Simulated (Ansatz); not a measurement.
GeBH3Cl2: single-point calculation

The run: single-point calculation of GeBH3Cl2, SMILES Cl[B](Cl)[GeH3]. Method and program: RKS PBE-QIDH (frozen core)/def2-TZVPP (Ansatz 0.2.0).

The geometry comes from this level: PBE0-D4/def2-TZVP.

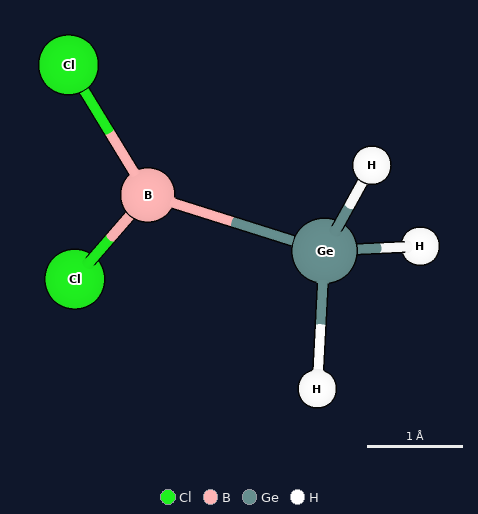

*The structure (ball-and-stick view, seen at a tilt). Sticks mark near contacts.*

Bond lengths as drawn: B–Cl 1.74 Å, B–Ge 2.07 Å and Ge–H 1.54 Å.

## The input
```yaml
crystal:
  periodic: [false, false, false]
  atoms:
    - {symbol: Cl, position_ang: [1.749483, -1.428176, 1.208661]}
    - {symbol: B, position_ang: [0.206434, -1.021888, 0.511498]}
    - {symbol: Cl, position_ang: [-1.082439, -2.191765, 0.604683]}
    - {symbol: Ge, position_ang: [-0.123133, 0.798523, -0.412224]}
    - {symbol: H, position_ang: [-0.556201, 0.560552, -1.868343]}
    - {symbol: H, position_ang: [-1.266108, 1.534322, 0.306687]}
    - {symbol: H, position_ang: [1.133265, 1.680531, -0.396661]}
basis:
  gaussian: {orbitals: def2-TZVPP}
hamiltonian: {xc: {name: PBE-QIDH}}
```

Machine: 2 CPU threads, shared host.

## Output
```
Functional definition: PBE-QIDH
  name "PBE-QIDH"
  cite "Brémond, Sancho-García, Pérez-Jiménez & Adamo, J. Chem. Phys. 141, 031101 (2014) doi:10.1063/1.4890314"
  cite "Perdew, Burke & Ernzerhof, Phys. Rev. Lett. 77, 3865 (1996) doi:10.1103/PhysRevLett.77.3865"
  parameter a = 3^(-1/3)
  parameter c = 1/3
  exchange = (1 - a)*pbe_x + a*exact_x
  correlation = (1 - c)*pbe_c + c*(mp2_os + mp2_ss)
1246 factors; integrals over basis functions are off by at most 9.4e-4 eV
mean field evaluation 1: about -82253.2901 eV, gradient 1.4e1 eV
mean field evaluation 2: about -82253.4194 eV, gradient 1.4e1 eV
mean field evaluation 4: about -82254.0605 eV, gradient 2.5e0 eV
mean field evaluation 8: about -82254.0770 eV, gradient 1.1e-1 eV
mean field evaluation 16: about -82254.0770 eV, gradient 4.0e-5 eV
mean field -82254.07703633 eV, -3022.7815772693 hartree, gradient 8.7e-6 eV, S^2 0.000000; 0 other end points of the search recorded, 0 dependent functions left out
20 core orbitals not correlated: weight in the atoms' cores, before any rotation towards them, 1.000 or more for the frozen orbitals, at most 0.000 for the correlated occupied ones
reference -82254.07704903 eV, -3022.7815777359 hartree; 17, 17 occupied and 168, 168 virtual orbitals, 1246 factors
second order -22.79622560 eV of doubles, -0.00000000 eV of singles
Total energy: -82261.67579089 eV, -3023.0608263489 hartree
```

## Key numbers

```json
{"quantity": "outcome", "value": "converged"}
{"quantity": "total energy", "value": "−82261.6758 eV"}
{"quantity": "mean-field energy", "value": "−82254.0770 eV"}
{"quantity": "SCF solution under orbital rotations", "value": "stable"}
{"quantity": "wall time", "value": "4.9 s (CPU time 9.5 s)"}
{"quantity": "peak memory", "value": "0.49 GiB"}
```
